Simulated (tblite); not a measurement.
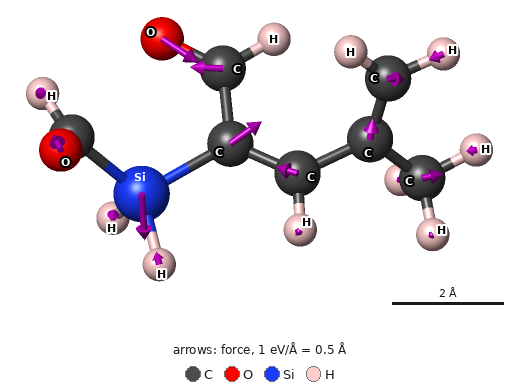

Starting geometry of C$_{7}$H$_{10}$O$_{2}$Si with the computed forces as purple arrows. A ball-and-stick model, seen at a tilt.

Level of theory: GFN2-xTB geometry optimisation, gas phase in tblite. 

> Is this structure relaxed? If not, where do the atoms go?

It isn't relaxed: the largest force vector, on the Si atom, is 1.96 eV/Å. The final displacements have little in common with the starting forces (cosine between the two patterns 0.09). After 128 geometry steps the energy has fallen by 0.264 eV. The largest move after the best rigid fit is that of an O atom, 1.13 Å. By element the largest moves are O 1.13 Å, H 0.67 Å, C 0.42 Å, Si 0.29 Å. Near-neighbour distances that change, for instance: C–Si 1.867 → 1.924 Å, H–Si 1.496 → 1.460 Å, C–Si 1.861 → 1.895 Å, C–C 1.480 → 1.448 Å. Bond angles that change, for instance: C–Si–C 112.9° → 102.0°, H–Si–H 104.2° → 113.4°, C–C–Si 115.1° → 108.5°. Groups turn about C–Si by about 40°, C–C by about 25°.
